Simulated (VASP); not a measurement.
Band structure of Pb$_{4}$S$_{3}$Se (ordered alloy cell). Method: PBEsol GGA, VASP's PBE PAW potentials (set 64) (plane waves; VASP).

Unless said otherwise, spin-orbit coupling is left out, though it shifts the bands of the heavy elements here.

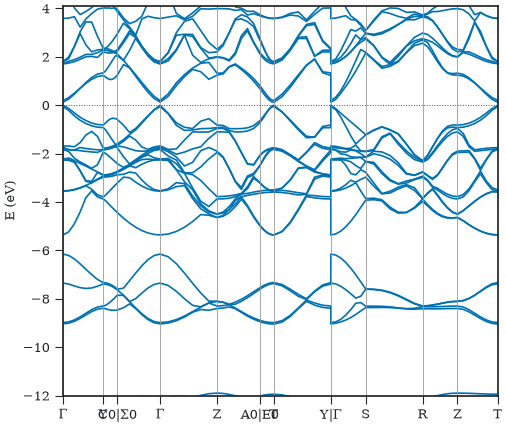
Bands along high-symmetry lines, zero at the valence-band maximum or, without a gap, the Fermi level

Problem. Read the plot: is there a gap, and where are the band edges?

Solution. The gap is indirect, 0.12 eV, from the valence maximum at Γ to the conduction minimum at T. (Edges off the drawn lines would not show.)

The structure was generated: Pb4S3Se was put into an ordered model structure (Cmmm), which need not be its known phase. It was relaxed first.
